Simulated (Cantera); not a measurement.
Feed: 1 mol MgCO3, 2.6 mol SO3, 0.81 mol H2O, held at 1 atm.

These are equilibrium values from Cantera (NASA tables, ideal gas, pure condensed phases), not measurements of a reactor. Candidate condensed phases: C, C6H6, C7H8, C8H18, H2O, H2SO4, Mg, MgCO3, MgO, Mg(OH)2, MgS, MgSO4, S; 130 gas species. Kinetics and transport are ignored.

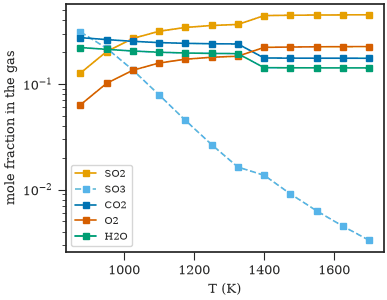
Figure. Equilibrium gas composition (values under 1e-9 drawn at 1e-9)

From 875 K to 1325 K the condensed part is MgSO4(s). From 1400 K to 1700 K the condensed part is MgO(s).
